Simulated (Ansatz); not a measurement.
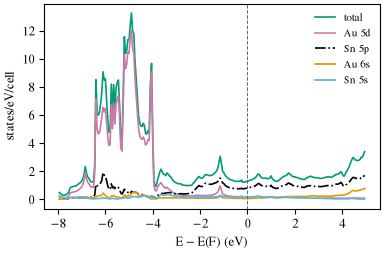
Fig. 1. Total and projected density of states of SnAu (NiAs type, P6_3/mmc), r²SCAN in the plane-wave PAW code Ansatz

**Question.** Which orbitals carry the states next to the Fermi level?

**Answer.** Within 0.5 eV of the Fermi level: Sn 5p 62 %, Sn 5s 14 %, Au 5d 13 %, Au 6s 6 %, outside the projected shells 6 %. Projections are on Löwdin-orthogonalised atomic valence shells; empty p or d shells of many metals are not among them.

**Question.** Where is the tallest occupied peak in this window, and what makes it?

**Answer.** Near -4.9 eV, about 13 states/eV per cell; the largest projected share is Au 5d.

The first step of the workflow began from a Materials Project structure, measured or hypothetical; the Crystallography Open Database files this formula in space group No. 194, but the cells were not matched. Its standing as an ambient phase is unchecked. The cell was relaxed with r²SCAN under the symmetry of its start; whether a distortion lowers the energy is not shown. Spin–orbit coupling is left out wherever it is not named.

Potentials: the later of the program's two PAW sets.
